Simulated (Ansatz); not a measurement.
A computed series for hypothetical P4_2/mnm InP: carrier doping

Take InP (space group P4_2/mnm, No. 136; a = 7.2766 Å, c = 4.2158 Å; a hypothetical phase, not in the database extracts checked) as the base.

Carriers are added at fixed cell with a uniform background; the Fermi–Dirac width is that of 300 K.

Level of theory: Kohn–Sham DFT with the PBE functional, run in Ansatz (a program for electronic structure) with PAW and 420 eV plane waves, spin-orbit coupling left out.

Notes on the quantities. Fermi level from band edge: Fermi level relative to the doped band's edge (positive inside the band; to 0.05 eV).

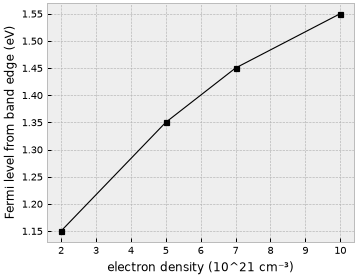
*Fermi level from band edge against electron density*

**Question.** From the plot, what is the Fermi level from band edge for electrons 2.0×10^21 cm⁻³?

**Answer.** About 1.15 eV.

**Question.** Is the trend monotonic over the range shown?

**Answer.** Yes, it rises throughout, spanning +1.15 eV to +1.55 eV.

Charged cell with a jellium background: band edges are those of the host's band count, energies are not comparable with the neutral cell, and many-body gap narrowing is missing. Stability against distortions was not tested.
